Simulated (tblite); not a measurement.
## Run report: CF2NSi (charge +1), energy and gradient calculation

CF2NSi, charge +1, computed with GFN1-xTB, R-SCC (tblite 0.8.0).

The geometry is that of the parent species in another charge or spin state. The geometry comes from this level: PBE0-D4/def2-TZVP.

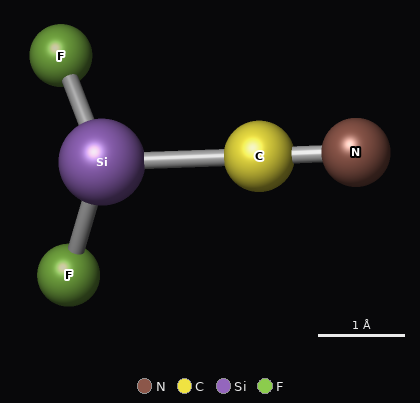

The structure as given in the input (ball-and-stick view, seen at a tilt). Bond lengths as drawn: C–N 1.15 Å, C–Si 1.84 Å and F–Si 1.58 Å.

Input (run.py):
```python
"""GFN1-xTB energy and gradient"""
import json
import numpy as np
from tblite.interface import Calculator
from tblite.interface import symbols_to_numbers

symbols = list(map(str, np.loadtxt("molecule.xyz", skiprows=2, usecols=0, dtype=str, ndmin=1)))
numbers = np.array(symbols_to_numbers(symbols))
positions = np.loadtxt("molecule.xyz", skiprows=2, usecols=(1, 2, 3), ndmin=2) / 0.52917721

tb = Calculator("GFN1-xTB", numbers, positions, charge=1, uhf=0)
tb.set("verbosity", 0)
tb.set("accuracy", 0.1)
wfn = tb.singlepoint()

print(f"total energy: {wfn.get('energy'):.8f} Eh")
eps = np.atleast_2d(wfn.get("orbital-energies")) * 27.211386
occ = np.atleast_2d(wfn.get("orbital-occupations"))
filled = occ.sum(axis=0) if eps.shape[0] == 1 else occ[0]
homo = np.nonzero(filled > 0.5)[0].max()
print(f"HOMO {eps[0, homo]:.4f} eV")
if homo + 1 < eps.shape[1]:
    print(f"LUMO {eps[0, homo + 1]:.4f} eV, gap {eps[0, homo + 1] - eps[0, homo]:.4f} eV")
mu = wfn.get("dipole") * 2.541746
print(f"|mu|: {np.linalg.norm(mu):.4f} D, components " + " ".join(f"{c:.4f}" for c in mu))
q = wfn.get("charges")
g = wfn.get("gradient")
print("atom     charge      dE/dx        dE/dy        dE/dz   (Eh/bohr)")
for i, s in enumerate(symbols):
    print(f"{s:<2}{i + 1:<3} {q[i]:9.4f} {g[i, 0]:12.7f} {g[i, 1]:12.7f} {g[i, 2]:12.7f}")
print(f"gradient norm {np.linalg.norm(g):.6f} Eh/bohr")
out = {k: np.asarray(wfn.get(k)).tolist() for k in ("energy", "gradient", "charges", "dipole", "orbital-energies", "orbital-occupations")}
out.update(symbols=symbols, positions=(positions * 0.529177210903).tolist())
json.dump(out, open("results.json", "w"))
```

File molecule.xyz:
```
5

N      1.426100    -1.103800     1.364300
C      0.743000    -0.566400     0.607500
Si    -0.192800     0.214100    -0.773500
F     -1.655600    -0.382400    -0.757500
F     -0.270900     1.764900    -0.482300
```

Machine: 1 thread of Intel Xeon @ 2.70GHz, 189 GiB of memory available, shared host.

Command:
```bash
python run.py
```

Output:
```
total energy: -16.98292969 Eh
HOMO -20.1439 eV
LUMO -17.2405 eV, gap 2.9034 eV
|mu|: 5.3243 D, components 1.2422 -0.1829 -5.1741
atom     charge      dE/dx        dE/dy        dE/dz   (Eh/bohr)
N 1     -0.0193    0.0061614   -0.0038834   -0.0006775
C 2      0.2964   -0.0176676    0.0104237    0.0075162
Si3      0.8716    0.0332404   -0.0171503   -0.0334497
F 4     -0.0744   -0.0167478   -0.0038186    0.0121367
F 5     -0.0744   -0.0049864    0.0144286    0.0144743
gradient norm 0.062719 Eh/bohr
```

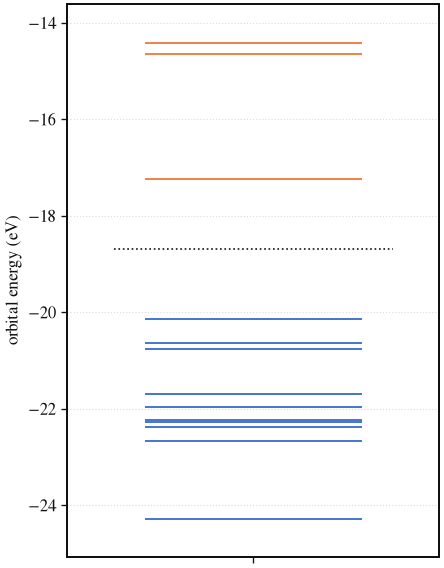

Orbital energies near the frontier; the dotted line parts filled from empty levels, and levels within 0.02 eV of each other stand side by side. Highest filled −20.14 eV, lowest empty −17.24 eV, 2.90 eV apart.

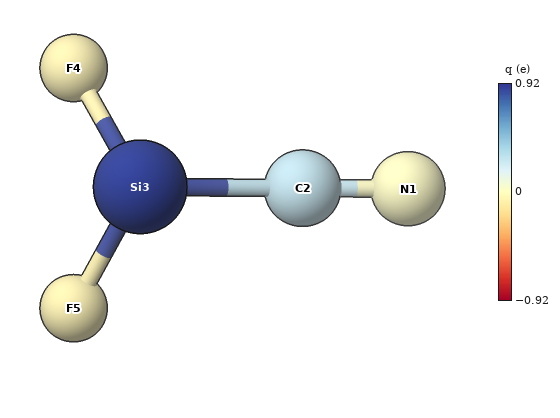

Mulliken charges, as the colour of each atom (ball-and-stick view, seen at a tilt; atoms are numbered from 1 in the order of the input). By element: N −0.02, C +0.30, Si +0.87 and F −0.07 e.

Results in brief:

```tsv
quantity	value
outcome	converged
total energy	−16.982930 hartree
basis functions	25
largest force	2.580 eV/Å
HOMO	−20.14 eV
LUMO	−17.24 eV
peak memory	0.067 GiB
```
